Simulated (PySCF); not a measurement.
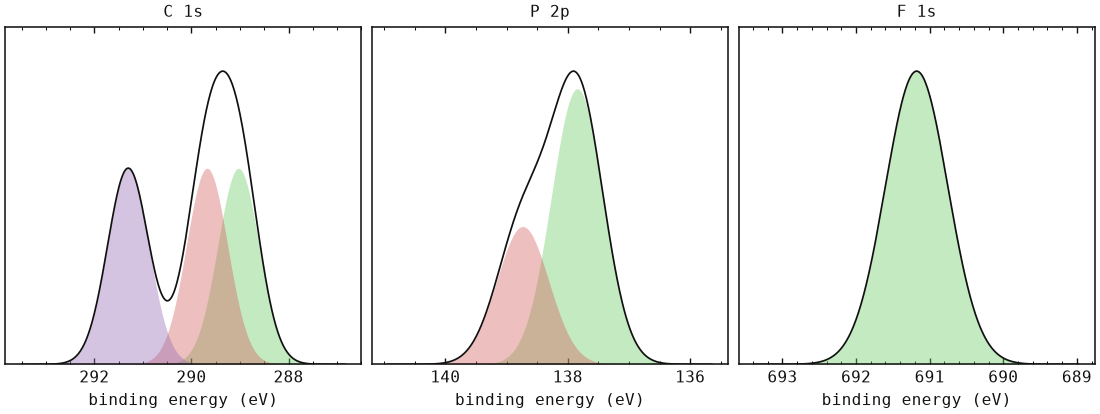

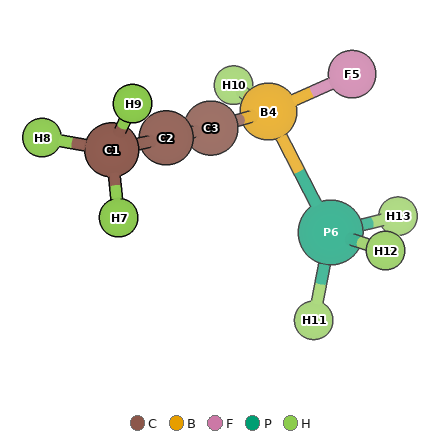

Simulated XPS of C₃H₇BFP, SMILES CC#C[B@@H-](F)[PH3+]. Vertical core-electron binding energies by ΔSCF (SCAN, pcX-2 on the ionised atom, pcseg-1 elsewhere, spin-free X2C; PySCF 2.14.0, at a GFN2-xTB geometry (no frequency check)), gas phase, against the vacuum level. One atom of each kind was ionised; within a panel, areas follow the number of like atoms and 2j + 1 (2p levels are split by first-order spin-orbit coupling, an approximation), each panel is scaled alone, Gaussians of 1.0 eV full width. Only the regions named are shown. Lines closer than the width merge in the curve.

> Which atoms give which peak?

| level | atoms | binding energy (eV) |
| --- | --- | --- |
| C 1s | C1 | 291.3 |
| C 1s | C2 | 289.7 |
| C 1s | C3 | 289.0 |
| P 2p1/2 | P6 | 138.7 |
| P 2p3/2 | P6 | 137.8 |
| F 1s | F5 | 691.2 |

> How large is the chemical shift across the C 1s region?

2.3 eV, from C3 at 289.0 eV to C1 at 291.3 eV.

Caveats: the tight-binding geometry is rougher than a DFT one and adds to the error.
